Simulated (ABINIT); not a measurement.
**LiNbO3 (R3c): a self-consistent loop beyond G0W0, cycle by cycle**

Wanted: G0W0 and self-consistent gaps of LiNbO3 (R3c), with the cost of the cycles.

Method: PBE and many-body steps on it, plane waves, in ABINIT 10.8.3.

**1. Set-up**

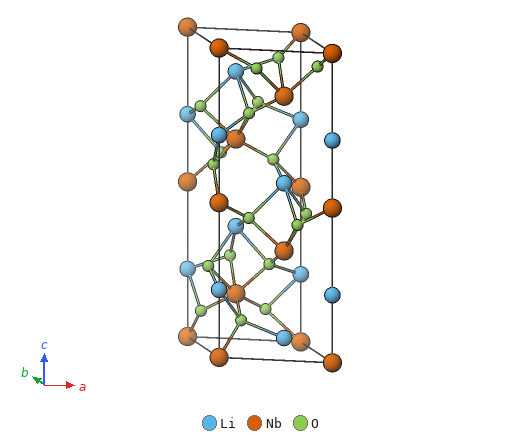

Start, viewed slightly off an axis; lithium blue, niobium orange, oxygen green. This picture shows the conventional cell, with its axes. Bonds to atoms that aren't drawn are left out. Some periodic images of atoms are drawn too.

The cell and positions come from the Crystallography Open Database and are kept as given unless a step says otherwise.

**2. Empty states on the mesh, 4×4×4 mesh, 255 bands**

This step: ABINIT 10.8.3; DFT, PBE, plane waves, norm-conserving pseudopotentials.

The sums over transitions need many empty states on a uniform mesh; this step solves for them.

Input file run.abi:

```
acell 3*1.0 Angstrom
rprim 
  2.575800000019 1.487138823389 4.623000000000
  -2.575800000018 1.487138823389 4.623000000000
  0.000000000000 -2.974277646779 4.623000000000
ntypat 3
znucl 3 41 8
natom 10
typat 1 1 2 2 3 3 3 3 3 3
xred 
  0.281500000000 0.281500000000 0.281500000000
  0.781500000000 0.781500000000 0.781500000000
  0.000055000000 0.000055000000 0.000055000000
  0.500055000000 0.500055000000 0.500055000000
  0.112310000000 0.358360000000 0.719590000000
  0.719590000000 0.112310000000 0.358360000000
  0.358360000000 0.719590000000 0.112310000000
  0.219590000000 0.858360000000 0.612310000000
  0.858360000000 0.612310000000 0.219590000000
  0.612310000000 0.219590000000 0.858360000000
pp_dirpath "pseudos"
pseudos "Li.upf, Nb.upf, O.upf"
ecut 37
ngkpt 4 4 4
nshiftk 1
shiftk 0 0 0
kptopt 1
chksymbreak 0
iscf -2
irdden 1
istwfk *1
nband 255
nbdbuf 22
tolwfr 1e-09
nstep 60
prtvol 0
indata_prefix "in"
outdata_prefix "out"
tmpdata_prefix "tmp"
```

On the command line:

```console
OMP_NUM_THREADS=1 mpirun -n 32 abinit run.abi > log
```

Numbers of over 12 decimals in the logs are rounded to 6 here.

What it wrote:

```text
.Version 10.8.3 of ABINIT. v10.8.2 released Aug 2026.

 Symmetries : space group R3 c (#161); Bravais hR (rhombohedral)
[... echo of the input left out ...]
== DATASET  1 ==================================================================
-   mpi_nproc: 32, omp_nthreads: 1 (-1 if OMP is not activated)
-    --> not optimal distribution: autoparal keyword recommended in input file <--

--- !DatasetInfo
iteration_state: {dtset: 1, }
dimensions: {natom: 10, nkpt: 13, mband: 255, nsppol: 1, nspinor: 1, nspden: 1, mpw: 7739, }
cutoff_energies: {ecut:  37.0, pawecutdg:  -1.0, }
[...]
3.13400    3.15562    3.15562    3.16147    3.18021    3.18021    3.20292    3.21860
   3.21860    3.22509    3.23551    3.23551    3.26064    3.26138    3.26138    3.27350
   3.29498    3.31046    3.32343    3.32403    3.34632    3.35789    3.36525
 prteigrs : prtvol=0 or 1, do not print more k-points.

== END DATASET(S) ==============================================================
================================================================================

 -outvars: echo values of variables after computation  --------
            nband         255
             nkpt          13
          spgroup         161
 [... the other variables as echoed above ...]

 Calculation completed.
```

It took 2.4 min on 32 MPI ranks of Arm Neoverse V2, shared host; peak memory 3.1 GiB; 61 min of CPU time.

This step gave:

```yaml
gap: 3.616 eV
k_of_the_valence_top: 0, 0, 0
k_of_the_conduction_bottom: 0.5, 0.25, 0
least_direct_gap: 3.618 eV
k_points_computed: 13
lowest_point_of_the_top_converged_band_above_the_valence_top: 79.8480 eV
```

On this mesh the gap is 3.616 eV.

The density comes from a self-consistent run that is not shown.

**3. Screening, 4×4×4 mesh, 233 bands, screening to 130.6 eV**

The RPA dielectric matrix is built and inverted for each q.

This step: RPA screening on PBE, plane waves, norm-conserving pseudopotentials.

Edit run.abi of step 2 so:

```diff
@@ -28,10 +28,11 @@
 chksymbreak 0
-iscf -2
-irdden 1
 istwfk *1
-nband 255
-nbdbuf 22
-tolwfr 1e-09
-nstep 60
-prtvol 0
+occopt 1
+irdwfk 1
+optdriver 3
+nband 233
+ecuteps 4.8
+inclvkb 2
+awtr 1
+symchi 1
 indata_prefix "in"
```

What it wrote:

```text
.Version 10.8.3 of ABINIT. v10.8.2 released Aug 2026.

 Symmetries : space group R3 c (#161); Bravais hR (rhombohedral)
[... echo of the input left out ...]
== DATASET  1 ==================================================================
-   mpi_nproc: 32, omp_nthreads: 1 (-1 if OMP is not activated)

--- !DatasetInfo
iteration_state: {dtset: 1, }
dimensions: {natom: 10, nkpt: 13, mband: 233, nsppol: 1, nspinor: 1, nspden: 1, mpw: 7739, }
cutoff_energies: {ecut:  37.0, pawecutdg:  -1.0, }
electrons: {nelect:   6.80000000E+01, charge:   0.00000000E+00, occopt:   1.00000000E+00, tsmear:   1.00000000E-02, }

 SCREENING: Calculation of the susceptibility and dielectric matrices

 Based on a program developped by R.W. Godby, V. Olevano, G. Onida, and L. Reining.
 Incorporated in ABINIT by V. Olevano, G.-M. Rignanese, and M. Torrent.
.Using double precision arithmetic ; gwpc =  8

[... cell and pseudopotentials left out ...]
--------------------------------------------------------------------------------

 ==== K-mesh for the wavefunctions ====
 Number of points in the irreducible wedge :    13
[... list of points left out ...]
 Together with  6 symmetry operations and time-reversal symmetry
 yields    64 points in the full Brillouin Zone.

 ==== Q-mesh for the screening function ====
 Number of points in the irreducible wedge :    13
[... list of points left out ...]
 Together with  6 symmetry operations and time-reversal symmetry
 yields    64 points in the full Brillouin Zone.

 setmesh: FFT mesh size selected  =    40x   40x   40
          total number of points  =        64000

 vcoul_init : cutoff-mode = AUXILIARY_FUNCTION
 q-points for optical limit:   1
     1)      0.000010    0.000020    0.000030

- screening: taking advantage of time-reversal symmetry
- Maximum band index for partially occupied states nbvw = 34
- Remaining bands to be divided among processors   nbcw = 199
- Number of bands treated by each node ~6

 Number of electrons calculated from density =   68.0000; Expected =   68.0000
 average of density, n =  0.094836
 r_s =    1.3603
 omega_plasma =   29.7059 [eV]

 calculating chi0 at frequencies [eV] :
  1    0.000000E+00    0.000000E+00
  2    0.000000E+00    2.970588E+01

--------------------------------------------------------------------------------
  q-point number  1        q = ( 0.000000, 0.000000, 0.000000) [r.l.u.]
--------------------------------------------------------------------------------
[... chi0 elements left out ...]
 For q-point:  0.000010 0.000020 0.000030
  dielectric constant =   5.0252
  dielectric constant without local fields =   5.6246

  Average fulfillment of the sum rule on Im[epsilon] for q-point    1 :     71.00  [%]
[... wings left out ...]
  q-point number  2        q = ( 0.250000, 0.000000, 0.000000) [r.l.u.]
--------------------------------------------------------------------------------
[... chi0 elements left out ...]
  Average fulfillment of the sum rule on Im[epsilon] for q-point    2 :     78.60  [%]

 [... 11 further q-points ...]
```

Elapsed: 4.9 min, on 32 MPI ranks; peak memory 23 GiB.

Numbers from this step:

- ε∞ with local fields, on this mesh, along the program's q direction: 5.025
- the same without local fields: 5.625
- plasma frequency: 29.71 eV
- plane waves in the screening matrix: 339

Local fields lower ε∞ by 11 %.

**4. G0W0**

The self-energy is evaluated for the states that the input lists, and the levels follow from it, in one-shot runs by the linearised quasiparticle equation.

This step: G0W0 on PBE, plane waves, norm-conserving pseudopotentials.

Edit run.abi of step 3 so:

```diff
@@ -31,8 +31,17 @@
 irdwfk 1
-optdriver 3
+optdriver 4
 nband 233
+gwcalctyp 0
+ecutsigx 37
+symsigma 1
+nkptgw 2
+kptgw 
+  0.0000000000 0.0000000000 0.0000000000
+  0.5000000000 0.2500000000 0.0000000000
+bdgw 
+  33 36
+  33 36
 ecuteps 4.8
-inclvkb 2
-awtr 1
-symchi 1
+irdscr 1
+ppmodel 1
 indata_prefix "in"
```

What it wrote:

```text
.Version 10.8.3 of ABINIT. v10.8.2 released Aug 2026.

 Symmetries : space group R3 c (#161); Bravais hR (rhombohedral)
[... echo of the input left out ...]
== DATASET  1 ==================================================================
-   mpi_nproc: 32, omp_nthreads: 1 (-1 if OMP is not activated)

--- !DatasetInfo
iteration_state: {dtset: 1, }
dimensions: {natom: 10, nkpt: 13, mband: 233, nsppol: 1, nspinor: 1, nspden: 1, mpw: 7739, }
cutoff_energies: {ecut:  37.0, pawecutdg:  -1.0, }
electrons: {nelect:   6.80000000E+01, charge:   0.00000000E+00, occopt:   1.00000000E+00, tsmear:   1.00000000E-02, }

 SIGMA: Calculation of the GW corrections

 Based on a program developped by R.W. Godby, V. Olevano, G. Onida, and L. Reining.
 Incorporated in ABINIT by V. Olevano, G.-M. Rignanese, and M. Torrent.
.Using double precision arithmetic ; gwpc =  8

[... cell and pseudopotentials left out ...]
--------------------------------------------------------------------------------

 ==== K-mesh for the wavefunctions ====
 Number of points in the irreducible wedge :    13
[... list of points left out ...]
 Together with  6 symmetry operations and time-reversal symmetry
 yields    64 points in the full Brillouin Zone.

 ==== Q-mesh for screening function ====
 Number of points in the irreducible wedge :    13
[... list of points left out ...]
 Together with  6 symmetry operations and time-reversal symmetry
 yields    64 points in the full Brillouin Zone.

 vcoul_init : cutoff-mode = AUXILIARY_FUNCTION
 q-points for optical limit:   1
     1)      0.000010    0.000020    0.000030
 setmesh: FFT mesh size selected  =    60x   60x   60
          total number of points  =       216000

 Number of electrons calculated from density =   68.0000; Expected =   68.0000
 average of density, n =  0.094836
 r_s =    1.3603
 omega_plasma =   29.7059 [eV]

 === KS Band Gaps ===
  >>>> For spin  1
   Minimum direct gap =   3.6183 [eV], located at k-point      :   0.0000  0.0000  0.0000
   Fundamental gap    =   3.6160 [eV], Top of valence bands at :   0.0000  0.0000  0.0000
                                       Bottom of conduction at :   0.5000  0.2500  0.0000
 SIGMA fundamental parameters:
 PLASMON POLE MODEL  1
 number of plane-waves for SigmaX                 7739
 number of plane-waves for SigmaC and W            339
 number of plane-waves for wavefunctions          7739
 number of bands                                   233
 number of independent spin polarizations            1
 number of spinorial components                      1
 number of k-points in IBZ                          13
 number of q-points in IBZ                          13
 number of symmetry operations                       6
 number of k-points in BZ                           64
 number of q-points in BZ                           64
 number of frequencies for dSigma/dE                 9
 frequency step for dSigma/dE [eV]                0.25
 number of omega for Sigma on real axis              0
 max omega for Sigma on real axis  [eV]           0.00
 zcut for avoiding poles [eV]                     0.10

 EPSILON^-1 parameters (SCR file):
 dimension of the eps^-1 matrix on file            339
 dimension of the eps^-1 matrix used               339
 number of plane-waves for wavefunctions          7739
 number of bands                                   233
 number of q-points in IBZ                          13
 number of frequencies                               2
 number of real frequencies                          1
 number of imag frequencies                          1

 matrix elements of self-energy operator (all in [eV])

 Perturbative Calculation

--- !SelfEnergy_ee
iteration_state: {dtset: 1, }
kpoint     : [   0.000,    0.000,    0.000, ]
spin       : 1
KS_gap     :    3.618
QP_gap     :    5.100
Delta_QP_KS:    1.482
data: !SigmaeeData |
     Band     E0 <VxcDFT>   SigX SigC(E0)      Z dSigC/dE  Sig(E)    E-E0       E
       33   4.475 -19.865 -24.865   4.706   0.774  -0.291 -20.093  -0.228   4.247
       34   4.475 -19.865 -24.865   4.706   0.774  -0.291 -20.093  -0.228   4.247
       35   8.093 -17.114 -11.382  -4.190   0.813  -0.230 -15.860   1.254   9.348
       36   8.093 -17.114 -11.382  -4.190   0.813  -0.230 -15.860   1.254   9.348

--- !SelfEnergy_ee
iteration_state: {dtset: 1, }
kpoint     : [   0.500,    0.250,    0.000, ]
spin       : 1
KS_gap     :    3.727
QP_gap     :    5.225
Delta_QP_KS:    1.499
data: !SigmaeeData |
     Band     E0 <VxcDFT>   SigX SigC(E0)      Z dSigC/dE  Sig(E)    E-E0       E
       33   4.173 -19.692 -24.669   4.625   0.776  -0.288 -19.966  -0.274   3.899
       34   4.364 -19.756 -24.822   4.731   0.775  -0.291 -20.015  -0.259   4.105
       35   8.091 -17.056 -11.284  -4.250   0.814  -0.228 -15.817   1.239   9.331
       36   8.569 -17.473 -11.697  -4.169   0.809  -0.236 -16.172   1.300   9.869

== END DATASET(S) ==============================================================
================================================================================

 -outvars: echo values of variables after computation  --------
           etotal      0.0000000000E+00
            nband         233
             nkpt          13
          spgroup         161
 [... the other variables as echoed above ...]

 Calculation completed.
```

Elapsed: 24 s, on 32 MPI ranks; peak memory 11 GiB.

Numbers from this step:

```yaml
g0w0_gap_on_the_points_computed: 5.084 eV
starting_gap_on_the_mesh: 3.616 eV
k_of_the_valence_top: 0, 0, 0
k_of_the_conduction_bottom: 0.5, 0.25, 0
z_at_the_valence_top: 0.774
z_at_the_conduction_bottom: 0.814
least_direct_g0w0_gap_on_the_computed_points: 5.101 eV
```

The gap on the mesh goes from 3.62 eV to 5.08 eV, a correction of +1.47 eV.

**5. evGW0, cycle 1**

This step: evGW0 on PBE, plane waves, norm-conserving pseudopotentials.

Edit run.abi of step 4 so:

```diff
@@ -33,12 +33,34 @@
 nband 233
-gwcalctyp 0
+gwcalctyp 10
 ecutsigx 37
 symsigma 1
-nkptgw 2
+nkptgw 13
 kptgw 
   0.0000000000 0.0000000000 0.0000000000
+  0.2500000000 0.0000000000 0.0000000000
+  0.5000000000 0.0000000000 0.0000000000
+  0.2500000000 0.2500000000 0.0000000000
   0.5000000000 0.2500000000 0.0000000000
+  -0.2500000000 0.2500000000 0.0000000000
+  0.5000000000 0.5000000000 0.0000000000
+  0.2500000000 0.2500000000 0.2500000000
+  0.5000000000 0.2500000000 0.2500000000
+  -0.2500000000 0.2500000000 0.2500000000
+  0.5000000000 0.5000000000 0.2500000000
+  -0.2500000000 0.5000000000 0.2500000000
+  0.5000000000 0.5000000000 0.5000000000
 bdgw 
-  33 36
-  33 36
+  17 46
+  17 46
+  17 46
+  17 46
+  17 46
+  17 46
+  17 46
+  17 46
+  17 46
+  17 46
+  17 46
+  17 46
+  17 46
 ecuteps 4.8
```

What it wrote:

```text
.Version 10.8.3 of ABINIT. v10.8.2 released Aug 2026.

 Symmetries : space group R3 c (#161); Bravais hR (rhombohedral)
[... echo of the input left out ...]
== DATASET  1 ==================================================================
-   mpi_nproc: 32, omp_nthreads: 1 (-1 if OMP is not activated)

--- !DatasetInfo
iteration_state: {dtset: 1, }
dimensions: {natom: 10, nkpt: 13, mband: 233, nsppol: 1, nspinor: 1, nspden: 1, mpw: 7739, }
cutoff_energies: {ecut:  37.0, pawecutdg:  -1.0, }
electrons: {nelect:   6.80000000E+01, charge:   0.00000000E+00, occopt:   1.00000000E+00, tsmear:   1.00000000E-02, }

 SIGMA: Calculation of the GW corrections

 Based on a program developped by R.W. Godby, V. Olevano, G. Onida, and L. Reining.
 Incorporated in ABINIT by V. Olevano, G.-M. Rignanese, and M. Torrent.
.Using double precision arithmetic ; gwpc =  8

[... cell and pseudopotentials left out ...]
--------------------------------------------------------------------------------

 ==== K-mesh for the wavefunctions ====
 Number of points in the irreducible wedge :    13
[... list of points left out ...]
 Together with  6 symmetry operations and time-reversal symmetry
 yields    64 points in the full Brillouin Zone.

 ==== Q-mesh for screening function ====
 Number of points in the irreducible wedge :    13
[... list of points left out ...]
 Together with  6 symmetry operations and time-reversal symmetry
 yields    64 points in the full Brillouin Zone.

 vcoul_init : cutoff-mode = AUXILIARY_FUNCTION
 q-points for optical limit:   1
     1)      0.000010    0.000020    0.000030
 setmesh: FFT mesh size selected  =    60x   60x   60
          total number of points  =       216000

 Number of electrons calculated from density =   68.0000; Expected =   68.0000
[...]
spin       : 1
KS_gap     :    4.235
QP_gap     :    5.810
Delta_QP_KS:    1.575
data: !SigmaeeData |
     Band     E_DFT   <VxcDFT>   E(N-1)  <Hhartree>   SigX  SigC[E(N-1)]    Z     dSigC/dE  Sig[E(N)]  DeltaE  E(N)_pert E(N)_diago
[...]
--- !SelfEnergy_ee
iteration_state: {dtset: 1, }
kpoint     : [   0.500,    0.500,    0.500, ]
spin       : 1
KS_gap     :    4.981
QP_gap     :    6.601
Delta_QP_KS:    1.620
data: !SigmaeeData |
     Band     E_DFT   <VxcDFT>   E(N-1)  <Hhartree>   SigX  SigC[E(N-1)]    Z     dSigC/dE  Sig[E(N)]  DeltaE  E(N)_pert E(N)_diago
[...]
45    13.667   -11.529    13.667    25.196    -6.434    -4.282     0.832    -0.202   -10.852     0.676    14.344    15.179
       46    13.667   -11.529    13.667    25.196    -6.434    -4.282     0.832    -0.202   -10.852     0.676    14.344    15.179

 New Fermi energy :        2.534639E-01 Ha ,    6.897103E+00 eV

 === QP Band Gaps ===
  >>>> For spin  1
   Minimum direct gap =   5.4547 [eV], located at k-point      :   0.0000  0.0000  0.0000
   Fundamental gap    =   5.4319 [eV], Top of valence bands at :   0.0000  0.0000  0.0000
                                       Bottom of conduction at :   0.5000  0.2500  0.0000

 writing QP data on file : out_QPS

 Convergence of QP corrections
 >>>>> For spin  1 <<<<<
.  kptgw no:  1; Maximum DeltaE = (  -0.348   0.000) for band index: 29
.  kptgw no:  2; Maximum DeltaE = (  -0.356   0.000) for band index: 29
.  kptgw no:  3; Maximum DeltaE = (  -0.467  -0.000) for band index: 27
[...]
.  kptgw no: 12; Maximum DeltaE = (  -0.536   0.001) for band index: 26
.  kptgw no: 13; Maximum DeltaE = (  -0.536   0.001) for band index: 25

== END DATASET(S) ==============================================================
================================================================================

 -outvars: echo values of variables after computation  --------
           etotal      0.0000000000E+00
            nband         233
             nkpt          13
          spgroup         161
 [... the other variables as echoed above ...]

 Calculation completed.
```

Wall time 13 min (32 MPI ranks); peak memory 54 GiB; 5.5 h of CPU time.

This step gave:

* quasiparticle gap on the mesh: 5.432 eV
* gap of the density functional on the mesh: 3.616 eV
* k of the valence top: 0, 0, 0
* k of the conduction bottom: 0.5, 0.25, 0
* Z at the valence top: 0.774
* Z at the conduction bottom: 0.814
* least direct quasiparticle gap on the computed points: 5.455 eV

Against G0W0 in ABINIT (4×4×4 mesh, 233 bands, screening to 130.6 eV, Godby-Needs plasmon pole), the gap moves by +0.348 eV. This first cycle still uses the starting levels; it takes the full correction, at all points of the mesh, and its linearised value is 5.084 eV.

**6. evGW0, cycle 2**

The corrected levels of the last cycle go back in.

Edit run.abi of step 5 so:

```diff
@@ -68,2 +68,3 @@
 ppmodel 1
+irdqps 1
 indata_prefix "in"
```

What it wrote:

```text
.Version 10.8.3 of ABINIT. v10.8.2 released Aug 2026.

 Symmetries : space group R3 c (#161); Bravais hR (rhombohedral)
[... echo of the input left out ...]
== DATASET  1 ==================================================================
-   mpi_nproc: 32, omp_nthreads: 1 (-1 if OMP is not activated)

--- !DatasetInfo
iteration_state: {dtset: 1, }
dimensions: {natom: 10, nkpt: 13, mband: 233, nsppol: 1, nspinor: 1, nspden: 1, mpw: 7739, }
cutoff_energies: {ecut:  37.0, pawecutdg:  -1.0, }
[...]
.  kptgw no:  3; Maximum DeltaE = (   0.050   0.000) for band index: 27
[...]
.  kptgw no: 12; Maximum DeltaE = (   0.069   0.000) for band index: 23
.  kptgw no: 13; Maximum DeltaE = (   0.055   0.001) for band index: 27

== END DATASET(S) ==============================================================
================================================================================

 -outvars: echo values of variables after computation  --------
           etotal      0.0000000000E+00
            nband         233
             nkpt          13
          spgroup         161
 [... the other variables as echoed above ...]

 Calculation completed.
```

It took 15 min on 32 MPI ranks; peak memory 54 GiB; 6.4 h of CPU time.

This step gave:

* quasiparticle gap on the mesh: 5.322 eV
* gap of the density functional on the mesh: 3.616 eV
* k of the valence top: 0, 0, 0
* k of the conduction bottom: 0.5, 0.25, 0
* least direct quasiparticle gap on the computed points: 5.337 eV

Against the cycle before, the gap moves by −0.110 eV.

(Part 1 of 2 ends here.)

[Paths, hosts, dates, memory and timing lines, banners, echoed tables and standing remarks are left out of the program output.]

[Logs are printed without paths, hosts, clocks, repeated set-up lines and the standing remarks that a program may print on its own settings, such as how far it seeks lower states.]

[Runs of the session that timed out or met a known fault of the program may be left out.]

[Hosts, paths, dates, database ids (printed as entryN), source tags and the programs' standing remarks are cut or masked in the printed files.]

[G0W0 gaps are taken among the corrected bands and points alone; a level outside them can change the order at an edge.]

[Where Ansatz stands beside ABINIT at settings called matched, ABINIT's density can come from a denser mesh and the files from another edition; pairs whose starting gaps differed by over 0.03 eV were left out, so agreement reads better than it is.]
